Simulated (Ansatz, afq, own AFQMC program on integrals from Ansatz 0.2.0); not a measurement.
**BNH₃ (doublet): quantum Monte Carlo beside coupled cluster at distance B1–N2 = 1.625 Å, cc-pVDZ**

How near does AFQMC come to the top of the ladder for BNH₃ (doublet)?

Method: cc-pVDZ, frozen cores; program: Ansatz 0.2.0, Gaussian basis, and an in-house AFQMC program (afq) on its integrals; all values are calculated.

To be run: PBE (unrestricted); r2SCAN (unrestricted); PBE0 (unrestricted); B3LYP (unrestricted); wB97M-V (unrestricted); B2PLYP (unrestricted); CCSD(T) on UHF; Phaseless AFQMC, CISD trial on UHF.

1 further run of the same task is left out (it didn't finish).

## 1. What is computed

The geometry derives from a PBE0/def2-TZVP stationary point (not a proven minimum). One bond is set to the value named and the two fragments are kept rigid.

5 atoms, charge 0, spin multiplicity 2.

Atoms are counted from 1 here; the program's logs count them from 0.

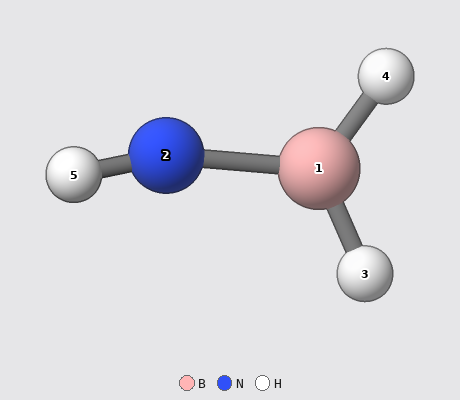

The geometry (boron pink, nitrogen blue, hydrogen white); atoms are numbered from 1 in the order of the file.

Coordinates:

```
B     0.0000    0.0328    0.8668
N     0.0000   -0.0502   -0.7561
H     0.0000    1.1233    1.3919
H     0.0000   -0.9610    1.5455
H     0.0000    0.1837   -1.7275
```

## 2. PBE (unrestricted)

Input file in.yaml:

```yaml
crystal:
  periodic: [false, false, false]
  atoms:
    - {symbol: B, position_ang: [0.000000, 0.032791, 0.866787]}
    - {symbol: N, position_ang: [0.000000, -0.050217, -0.756091]}
    - {symbol: H, position_ang: [0.000000, 1.123321, 1.391898]}
    - {symbol: H, position_ang: [0.000000, -0.960955, 1.545507]}
    - {symbol: H, position_ang: [0.000000, 0.183750, -1.727511]}
basis:
  gaussian: {orbitals: cc-pVDZ}
magnetization: {spin_polarized: true, initial_magnetization: 1}
hamiltonian: {xc: {name: PBE}}
output: {orbitals: {seedname: orbitals}}
```

Run with:

```
> ansatz run in.yaml --threads 1 --pin off --events-out ev --progress --plain --max-ram 1382MiB
```

Output:

```text
Functional definition: PBE
  name "PBE"
  cite "Perdew, Burke & Ernzerhof, Phys. Rev. Lett. 77, 3865 (1996) doi:10.1103/PhysRevLett.77.3865"
  parent pbe
  parameter kappa = 0.804
  parameter beta = 0.06672455060314922
  exchange = pbe_x(kappa = kappa, mu = beta*pi^2/3)
  correlation = pbe_c(beta = beta)
526 factors; their error is unknown
mean field evaluation 1: about -2206.3235 eV, gradient 2.5e1 eV
mean field evaluation 2: about -2189.8896 eV, gradient 5.7e1 eV
mean field evaluation 4: about -2209.3483 eV, gradient 1.8e0 eV
mean field evaluation 8: about -2209.3489 eV, gradient 8.4e-2 eV
mean field evaluation 16: about -2209.3489 eV, gradient 8.2e-5 eV
mean field -2209.34891431 eV, -81.1920750506 hartree, gradient 1.3e-5 eV, S^2 0.760998; 1 other end points of the search recorded, 0 dependent functions left out
reference -2209.34894190 eV, -81.1920760643 hartree; 8, 7 occupied and 35, 36 virtual orbitals, 526 factors
Total energy: -2209.34894190 eV, -81.1920760643 hartree
```

Run time: 0.81 s. Hardware: 1 thread of Arm Neoverse V2, shared host.

From the report: ⟨S²⟩ of the determinant 0.761 (pure doublet: 0.75).

## 3. r2SCAN (unrestricted)

in.yaml: that of step 2 with these lines changed.

```diff
@@ -11,3 +11,2 @@
 magnetization: {spin_polarized: true, initial_magnetization: 1}
-hamiltonian: {xc: {name: PBE}}
-output: {orbitals: {seedname: orbitals}}
+hamiltonian: {xc: {name: r2SCAN}}
```

The command is unchanged.

Output:

```text
Functional definition: r2SCAN
  name "r2SCAN"
  cite "Furness, Kaplan, Ning, Perdew & Sun, J. Phys. Chem. Lett. 11, 8208 (2020) doi:10.1021/acs.jpclett.0c02405"
  cite "Furness, Kaplan, Ning, Perdew & Sun, J. Phys. Chem. Lett. 11, 9248 (2020) doi:10.1021/acs.jpclett.0c03077"
  parent r2scan
  parameter k0 = 0.174
  parameter k1 = 0.065
  parameter a1 = 4.9479
  exchange = r2scan_x(k0 = k0, k1 = k1, a1 = a1)
  correlation = r2scan_c
526 factors; their error is unknown
mean field evaluation 1: about -2208.7129 eV, gradient 2.3e1 eV
mean field evaluation 2: about -2198.5837 eV, gradient 4.7e1 eV
mean field evaluation 4: about -2211.1778 eV, gradient 1.8e0 eV
mean field evaluation 8: about -2211.2035 eV, gradient 5.3e-2 eV
mean field evaluation 16: about -2211.1818 eV, gradient 3.6e-4 eV
mean field -2211.18178128 eV, -81.2594316692 hartree, gradient 2.6e-5 eV, S^2 0.770091; 1 other end points of the search recorded, 0 dependent functions left out
reference -2211.18179024 eV, -81.2594319984 hartree; 8, 7 occupied and 35, 36 virtual orbitals, 526 factors
Total energy: -2211.18179024 eV, -81.2594319984 hartree
```

Wall time 1.8 s (1 thread of Arm Neoverse V2, shared host).

From the report: ⟨S²⟩ of the determinant 0.770 (pure doublet: 0.75).

## 4. PBE0 (unrestricted)

in.yaml: that of step 3 with these lines changed.

```diff
@@ -11,2 +11,3 @@
 magnetization: {spin_polarized: true, initial_magnetization: 1}
-hamiltonian: {xc: {name: r2SCAN}}
+hamiltonian: {xc: {name: PBE0}}
+output: {orbitals: {seedname: orbitals}}
```

The command is unchanged.

Output:

```text
Functional definition: PBE0
  name "PBE0"
  cite "Adamo & Barone, J. Chem. Phys. 110, 6158 (1999) doi:10.1063/1.478522"
  cite "Perdew, Burke & Ernzerhof, Phys. Rev. Lett. 77, 3865 (1996) doi:10.1103/PhysRevLett.77.3865"
  parent pbe
  parameter a = 0.25
  parameter kappa = 0.804
  parameter beta = 0.06672455060314922
  exchange = (1 - a)*pbe_x(kappa = kappa, mu = beta*pi^2/3) + a*exact_x
  correlation = pbe_c(beta = beta)
397 factors; integrals over basis functions are off by at most 1.2e-3 eV
mean field evaluation 1: about -2207.4972 eV, gradient 2.1e1 eV
mean field evaluation 2: about -2202.8603 eV, gradient 3.6e1 eV
mean field evaluation 4: about -2209.6236 eV, gradient 1.2e0 eV
mean field evaluation 8: about -2209.6354 eV, gradient 3.7e-2 eV
mean field evaluation 16: about -2209.6355 eV, gradient 4.6e-5 eV
mean field -2209.63552768 eV, -81.2026078975 hartree, gradient 4.6e-5 eV, S^2 0.764628; 1 other end points of the search recorded, 0 dependent functions left out
reference -2209.63554781 eV, -81.2026086371 hartree; 8, 7 occupied and 35, 36 virtual orbitals, 397 factors
Total energy: -2209.63554781 eV, -81.2026086371 hartree
```

It took 0.78 s on 1 thread of Arm Neoverse V2, shared host.

From the report: ⟨S²⟩ of the determinant 0.765 (pure doublet: 0.75).

## 5. B3LYP (unrestricted)

in.yaml: that of step 4 with these lines changed.

```diff
@@ -11,3 +11,2 @@
 magnetization: {spin_polarized: true, initial_magnetization: 1}
-hamiltonian: {xc: {name: PBE0}}
-output: {orbitals: {seedname: orbitals}}
+hamiltonian: {xc: {name: B3LYP}}
```

Launched as before.

Output, shortened:

```text
Functional definition: B3LYP
  name "B3LYP"
  cite "Stephens, Devlin, Chabalowski & Frisch, J. Phys. Chem. 98, 11623 (1994) doi:10.1021/j100096a001"
  cite "Becke, Phys. Rev. A 38, 3098 (1988) doi:10.1103/PhysRevA.38.3098"
  cite "Lee, Yang & Parr, Phys. Rev. B 37, 785 (1988) doi:10.1103/PhysRevB.37.785"
  cite "Vosko, Wilk & Nusair, Can. J. Phys. 58, 1200 (1980) doi:10.1139/p80-159"
[...]
397 factors; integrals over basis functions are off by at most 1.2e-3 eV
[...]
mean field -2212.70586622 eV, -81.3154407575 hartree, gradient 4.9e-5 eV, S^2 0.761748; 1 other end points of the search recorded, 0 dependent functions left out
reference -2212.70605733 eV, -81.3154477810 hartree; 8, 7 occupied and 35, 36 virtual orbitals, 397 factors
Total energy: -2212.70605733 eV, -81.3154477810 hartree
```

Wall time 0.78 s (1 thread of Arm Neoverse V2, shared host).

From the report: ⟨S²⟩ of the determinant 0.762 (pure doublet: 0.75).

## 6. wB97M-V (unrestricted)

in.yaml: that of step 5 with these lines changed.

```diff
@@ -11,2 +11,3 @@
 magnetization: {spin_polarized: true, initial_magnetization: 1}
-hamiltonian: {xc: {name: B3LYP}}
+hamiltonian: {xc: {name: wB97M-V}}
+output: {orbitals: {seedname: orbitals}}
```

The command is unchanged.

Output, shortened:

```text
Functional definition: wB97M-V
  name "wB97M-V"
  cite "Mardirossian & Head-Gordon, J. Chem. Phys. 144, 214110 (2016) doi:10.1063/1.4952647"
  cite "Becke, J. Chem. Phys. 107, 8554 (1997) doi:10.1063/1.475007"
  cite "Vydrov & Van Voorhis, J. Chem. Phys. 133, 244103 (2010) doi:10.1063/1.3521275"
  # Of w^i u^j: cxij and so on, Table III.
[...]
  gx(w, u) = 1 - cx + cx01*u + cx10*w
  gss(w, u) = css00 + css04*u^4 + css10*w + css20*w^2 + css43*w^4*u^3
  gos(w, u) = cos00 + cos10*w + (cos20 + cos21*u)*w^2 + (cos60 + cos61*u)*w^6
[...]
      + integral(e_c_pw_mod_opposite_spin*gos(b97_w_opposite, b97_u_opposite)) + vv10(b, c)
397 factors; integrals over basis functions are off by at most 1.2e-3 eV
136 factors; integrals over basis functions are off by at most 1.2e-5 eV
[...]
mean field -2211.20370166 eV, -81.2602372282 hartree, gradient 5.8e-6 eV, S^2 0.762033; 1 other end points of the search recorded, 0 dependent functions left out
reference -2211.20373335 eV, -81.2602383929 hartree; 8, 7 occupied and 35, 36 virtual orbitals, 397 factors
Total energy: -2211.20373335 eV, -81.2602383929 hartree
```

It took 3.2 s on 1 thread of Arm Neoverse V2, shared host.

From the report: ⟨S²⟩ of the determinant 0.762 (pure doublet: 0.75).

## 7. B2PLYP (unrestricted)

in.yaml: that of step 6 with these lines changed.

```diff
@@ -11,3 +11,3 @@
 magnetization: {spin_polarized: true, initial_magnetization: 1}
-hamiltonian: {xc: {name: wB97M-V}}
-output: {orbitals: {seedname: orbitals}}
+hamiltonian: {xc: {name: B2PLYP}}
+correlation: {electrons: outside_noble_gas}
```

Same command.

Output, shortened:

```text
Functional definition: B2PLYP
  name "B2PLYP"
  cite "Grimme, J. Chem. Phys. 124, 034108 (2006) doi:10.1063/1.2148954"
  cite "Becke, Phys. Rev. A 38, 3098 (1988) doi:10.1103/PhysRevA.38.3098"
  cite "Lee, Yang & Parr, Phys. Rev. B 37, 785 (1988) doi:10.1103/PhysRevB.37.785"
[...]
397 factors; integrals over basis functions are off by at most 1.2e-3 eV
[...]
mean field -2207.95222366 eV, -81.1407476156 hartree, gradient 5.0e-6 eV, S^2 0.768343; 2 other end points of the search recorded, 0 dependent functions left out
2 core orbitals not correlated: weight in the atoms' cores, before any rotation towards them, 1.000 or more for the frozen orbitals, at most 0.000 for the correlated occupied ones
reference -2207.95234310 eV, -81.1407520052 hartree; 6, 5 occupied and 35, 36 virtual orbitals, 397 factors
second order -7.71039724 eV of doubles, -0.00000000 eV of singles
Total energy: -2210.03415036 eV, -81.2172570107 hartree
```

It took 0.99 s on 1 thread of Arm Neoverse V2, shared host.

From the report: ⟨S²⟩ of the determinant 0.768 (pure doublet: 0.75).

## 8. CCSD(T) on UHF

in.yaml: that of step 7 with these lines changed.

```diff
@@ -11,3 +11,2 @@
 magnetization: {spin_polarized: true, initial_magnetization: 1}
-hamiltonian: {xc: {name: B2PLYP}}
-correlation: {electrons: outside_noble_gas}
+correlation: {method: ccsd_t, electrons: outside_noble_gas, hamiltonian_folder: ham}
```

Launched as before.

Output, shortened:

```text
Functional definition: HF
  name "HF"
  cite "Fock, Z. Phys. 61, 126 (1930) doi:10.1007/BF01340294"
  parent pbe
[...]
397 factors; integrals over basis functions are off by at most 1.2e-3 eV
[...]
mean field -2198.94405998 eV, -80.8097037064 hartree, gradient 1.3e-6 eV, S^2 0.784504; 6 other end points of the search recorded, 0 dependent functions left out
determinant -2198.94405998 eV, -80.8097037064 hartree, with singles and doubles -2205.97445827 eV, -81.0680660784 hartree
determinant -2198.13382835 eV, -80.7799282434 hartree, with singles and doubles -2204.93403974 eV, -81.0298314023 hartree
2 core orbitals not correlated: weight in the atoms' cores, before any rotation towards them, 1.000 or more for the frozen orbitals, at most 0.000 for the correlated occupied ones
reference -2198.94405998 eV, -80.8097037064 hartree; 6, 5 occupied and 35, 36 virtual orbitals, 397 factors
second order -6.10831264 eV of doubles, -0.00000000 eV of singles
cycle   1  -7.03127674 eV  change   -8.8e-4 eV  update   1.7e-3
[...]
cycle   9  -7.03328796 eV  change   -4.5e-7 eV  update   3.1e-6
perturbative correction -0.20874312 eV, -0.0076711681 hartree
Total energy: -2206.18609106 eV, -81.0758434398 hartree
```

Wall time 1.4 s (1 thread of Arm Neoverse V2, shared host).

From the report: ⟨S²⟩ of the determinant 0.785 (pure doublet: 0.75); correlation -7.2420 eV; T1 0.028; largest double amplitude 0.07.

This run also writes the integrals to the folder ham.

## 9. Phaseless AFQMC, CISD trial on UHF

It reads the integrals that the CCSD(T) run on this determinant wrote.

Run with:

```
> afq ham --method phaseless --trial cisd --walkers 60 --populations 1 --least-time 40 --time-step 0.005 --steps-per-block 50 --equilibration-blocks 28 --max-blocks 300 --target-error 0.0004 --factor-cut 1e-05 --start spin_pure --seed 9006 --release-times 0.24,0.51,0.99,1.62,2.4 --release-step 0.03 --release-every 4 --taylor-order 6
```

Output:

```text
orbitals 41  electrons 6 5  factors 315 of 397
reference energy -80.80970371 Eh
CCSD correlation -0.25846840 Eh in 13 cycles, weight of the determinant in the CISD state 0.8809
energy of the start -81.067119 Eh
 block  time / (1/Eh)  mean weight  energy / Eh
     1     0.250  1.0005  -81.064627
     2     0.500  0.9983  -81.065785
     3     0.750  0.9992  -81.067300
     4     1.000  1.0015  -81.075810
     5     1.250  1.0017  -81.077243
     6     1.500  0.9964  -81.074591
     7     1.750  0.9997  -81.069910
     8     2.000  0.9990  -81.073732
     9     2.250  1.0011  -81.072037
    10     2.500  1.0011  -81.076768
    17     4.250  0.9995  -81.075573
    25     6.250  1.0007  -81.072248
    33     8.250  1.0011  -81.069232
    41    10.250  1.0000  -81.075399
    49    12.250  1.0003  -81.079783
    57    14.250  1.0005  -81.076046
    65    16.250  1.0016  -81.075895
    73    18.250  1.0029  -81.069161
    81    20.250  1.0012  -81.079923
    89    22.250  1.0004  -81.070945
    97    24.250  1.0004  -81.079971
   105    26.250  1.0018  -81.085250
   113    28.250  0.9991  -81.075566
   121    30.250  0.9996  -81.076517
   129    32.250  0.9982  -81.077336
   137    34.250  1.0008  -81.072842
   145    36.250  1.0002  -81.082741
   153    38.250  0.9997  -81.074500
   161    40.250  1.0029  -81.074491
   169    42.250  0.9991  -81.070804
   177    44.250  0.9989  -81.076290
   185    46.250  0.9946  -81.078087
   193    48.250  0.9990  -81.073688
   201    50.250  0.9995  -81.069506
   209    52.250  0.9992  -81.074803
   217    54.250  0.9934  -81.073183
   225    56.250  0.9969  -81.080506
   233    58.250  0.9964  -81.069800
   241    60.250  1.0011  -81.072568
   249    62.250  0.9990  -81.082504
   257    64.250  0.9972  -81.082130
   265    66.250  0.9967  -81.077780
   273    68.250  1.0028  -81.073614
   281    70.250  0.9999  -81.077546
   289    72.250  0.9999  -81.072715
   297    74.250  1.0000  -81.077936
   305    76.250  1.0004  -81.080402
   313    78.250  1.0003  -81.079819
   321    80.250  1.0020  -81.081661
blocks merged  error / Eh  count
     1  0.000266  300
     2  0.000321  150
     4  0.000375  75
     8  0.000393  37
    16  0.000476  18
    32  0.000406  9
released: time / (1/Eh)  energy / Eh  error  mean overlap
  0.24  -81.077403  0.000638  1.0105
  0.51  -81.077739  0.000456  1.0064
  0.99  -81.078265  0.000677  0.9968
  1.62  -81.077780  0.000670  1.0061
  2.40  -81.076810  0.000788  1.0516
energy -81.076443 +/- 0.000476 Eh
```

Wall time 7.9 min (1 thread of Arm Neoverse V2, shared host).

Energy -2206.2024 ± 0.0129 eV. Caveats: constraint bias not in the error.

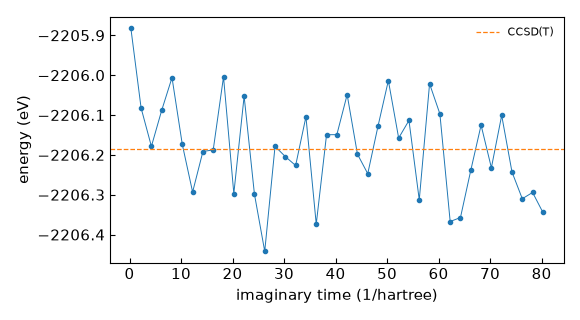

Block energies along the walk.

## 10. All levels side by side

On the UHF determinant, counted from CCSD(T) (a yardstick, not exact):

| level | energy (eV) | from CCSD(T) (meV) | statistical error (meV) | time |
| --- | --- | --- | --- | --- |
| HF | -2198.9441 | +7242.0 |  |  |
| MP2 | -2205.0524 | +1133.7 |  |  |
| CCSD | -2205.9773 | +208.7 |  |  |
| CCSD(T) | -2206.1861 | 0.0 |  |  |
| Phaseless AFQMC, CISD trial, step 0.005, 60 walkers | -2206.2024 | -16.3 | 12.9 | 7.9 min |

The functionals' totals stand on their own zeros and serve differences with other points: PBE -2209.349 eV; r2SCAN -2211.182 eV; PBE0 -2209.636 eV; B3LYP -2212.706 eV; wB97M-V -2211.204 eV; B2PLYP -2210.034 eV.

## 11. Outcome

| quantity | value |
| --- | --- |
| Phaseless AFQMC, CISD trial on UHF from CCSD(T) | -16.3 ± 12.9 meV |

**Reading.** On UHF the phaseless walk with the CISD trial lies -16.3 meV from CCSD(T), within three error bars. Error bars are statistical and leave out the constraint, the time step and what remains of the start.
